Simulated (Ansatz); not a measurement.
**One shape, several levels: NH3 (ammonia)**

Wanted: a comparison of 6 runs (BHLYP/6-31G, UPBE/6-31G, wB97M-V/3-21G, UMP2/3-21G, UMP2/6-31G, UCCSD(T)/6-31G) of NH3 (ammonia). 

Program for the calculation: Ansatz 0.2.0.

68 further runs of the same task are left out: 68 set aside as unsound or not needed.

### 1 The system as given

NH3: 4 atoms, total charge 0, spin state singlet. SMILES: `N`. The H2–N1 distance was set to 1.266 Å, away from the relaxed value.

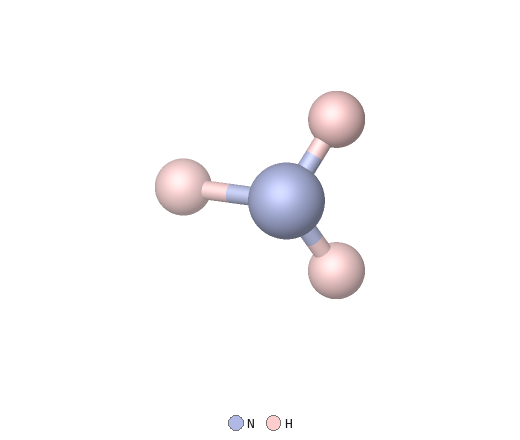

The structure, seen from a chosen angle (nitrogen light blue, hydrogen pink).

### 2 A single-point energy at BHLYP/6-31G (run 1)

Input file molecule.yaml:

```yaml
crystal:
  periodic: [false, false, false]
  atoms:
    - {symbol: "N", position_ang: [-0.208170, 0.378643, -0.053256]}
    - {symbol: H, position_ang: [0.491930, -0.300470, 0.753380]}
    - {symbol: H, position_ang: [-1.031970, -0.164807, -0.279666]}
    - {symbol: H, position_ang: [0.328180, 0.494063, -0.904406]}
basis:
  gaussian: {orbitals: 6-31G}
magnetization: {spin_polarized: false}
hamiltonian: {xc: {name: BHLYP}}
accuracy: high
```

Command:

```sh
$ ansatz run molecule.yaml --threads 1 --pin off --max-ram 2610MiB --events-out events.jsonl --progress --plain --runs-dir runs
```

What it wrote:

```text
Warning: RAYON_NUM_THREADS=1 ignored (pool sized by the plan → 1); use --threads N
Functional definition: BHLYP
  name "BHLYP"
  parameter a = 0.5
  exchange = (1 - a)*b88_x + a*exact_x
  correlation = lyp_c
349 factors; integrals over basis functions are off by at most 1.2e-8 eV
mean field evaluation 1: about -1533.1870 eV, gradient 3.8e1 eV
mean field evaluation 2: about -1532.9666 eV, gradient 3.9e1 eV
mean field evaluation 4: about -1536.2246 eV, gradient 1.2e-1 eV
mean field evaluation 8: about -1536.2203 eV, gradient 8.5e-4 eV
mean field -1536.22028298 eV, -56.4550541121 hartree, gradient 9.2e-8 eV, S^2 0.000000; 0 other end points of the search recorded, 0 dependent functions left out
reference -1536.22029739 eV, -56.4550546415 hartree; 5, 5 occupied and 10, 10 virtual orbitals, 349 factors
Total energy: -1536.22029739 eV, -56.4550546415 hartree
```

Wall time 0.18 s (1 thread of AMD EPYC 9R45 (Zen 5), shared host).

### 3 The energy at UPBE/6-31G (run 2)

Input file input.yaml:

```yaml
crystal:
  periodic: [false, false, false]
  atoms:
    - symbol: N
      position_ang: [-0.208170, 0.378643, -0.053256]
    - symbol: H
      position_ang: [0.491930, -0.300470, 0.753380]
    - symbol: H
      position_ang: [-1.031970, -0.164807, -0.279666]
    - symbol: H
      position_ang: [0.328180, 0.494063, -0.904406]
basis:
  gaussian: {orbitals: 6-31G}
magnetization: {spin_polarized: true}
hamiltonian: {xc: {name: PBE}}
accuracy: high
```

Command:

```sh
$ ansatz run input.yaml --threads 1 --pin off --max-ram 2610MiB --events-out events.jsonl --progress --plain --runs-dir runs
```

What it wrote:

```text
Warning: RAYON_NUM_THREADS=1 ignored (pool sized by the plan → 1); use --threads N
Functional definition: PBE
  name "PBE"
  parameter kappa = 0.804
  parameter beta = 0.06672455060314922
  exchange = pbe_x(kappa = kappa, mu = beta*pi^2/3)
  correlation = pbe_c(beta = beta)
349 factors; integrals over basis functions are off by at most 1.2e-8 eV
mean field evaluation 1: about -1529.1286 eV, gradient 3.9e1 eV
mean field evaluation 2: about -1513.4966 eV, gradient 6.3e1 eV
mean field evaluation 4: about -1535.4056 eV, gradient 8.2e-1 eV
mean field evaluation 8: about -1535.4046 eV, gradient 3.5e-4 eV
mean field evaluation 16: about -1535.4046 eV, gradient 7.4e-8 eV
mean field -1535.40457164 eV, -56.4250772732 hartree, gradient 7.4e-8 eV, S^2 0.000000; 0 other end points of the search recorded, 0 dependent functions left out
reference -1535.40457308 eV, -56.4250773259 hartree; 5, 5 occupied and 10, 10 virtual orbitals, 349 factors
Total energy: -1535.40457308 eV, -56.4250773259 hartree
```

It took 0.28 s on 1 thread of AMD EPYC 9R45 (Zen 5), shared host.

Runs 3 to 5 aren't shown in full; the table further down has their settings and results.

### 4 A single-point energy at UCCSD(T)/6-31G (run 6)

Input file in.yaml:

```yaml
crystal:
  periodic: [false, false, false]
  atoms:
    - {symbol: N, position_ang: [-0.208170, 0.378643, -0.053256]}
    - {symbol: H, position_ang: [0.491930, -0.300470, 0.753380]}
    - {symbol: H, position_ang: [-1.031970, -0.164807, -0.279666]}
    - {symbol: H, position_ang: [0.328180, 0.494063, -0.904406]}
basis:
  gaussian:
    orbitals: 6-31G
total_charge: 0
magnetization:
  spin_polarized: true
  initial_magnetization: 0
correlation:
  method: ccsd_t
  frozen_orbitals: {H: 0, "N": 1}
accuracy: high
scf:
  omitted_lower_state_checks: [cluster_reference, increment]
```

Command:

```sh
$ ansatz run in.yaml --threads 1 --pin off --max-ram 2610MiB --events-out events.jsonl --progress --plain --runs-dir runs
```

What it wrote:

```text
Warning: RAYON_NUM_THREADS=1 ignored (pool sized by the plan → 1); use --threads N
[... 11 lines left out ...]
1 core orbitals not correlated: weight in the atoms' cores, before any rotation towards them, 1.000 or more for the frozen orbitals, at most 0.000 for the correlated occupied ones
[... 23 lines left out ...]
Total energy: -1531.03007057 eV, -56.2643173241 hartree
Checks for a lower state left out: cluster_reference, increment
```

Run time: 0.1 s. Hardware: 1 thread of AMD EPYC 9R45 (Zen 5), shared host.

### 5 The series

| run | level | frozen core orbitals | energy (Eh) | wall time |
| --- | --- | --- | --- | --- |
| 1 | BHLYP/6-31G | – | -56.455055 | 0.18 s |
| 2 | UPBE/6-31G | – | -56.425077 | 0.28 s |
| 3 | wB97M-V/3-21G | – | -56.165863 | 1.9 s |
| 4 | UMP2/3-21G | 1 | -55.954401 | 0.04 s |
| 5 | UMP2/6-31G | 1 | -56.247749 | 0.06 s |
| 6 | UCCSD(T)/6-31G | 1 | -56.264317 | 0.1 s |

### 6 Summary of results

| quantity | value |
| --- | --- |
| run 6: total energy | -56.26432 Eh |
| run 6: correlation energy (1 core orbital frozen) | -139.7 mEh |
| run 6: (T) correction | -1.92 mEh |
| run 6: T1 diagnostic | 0.008 |

Totals of different functionals can't be ranked against each other. All runs together took 2.5 s, the longest 1.9 s.
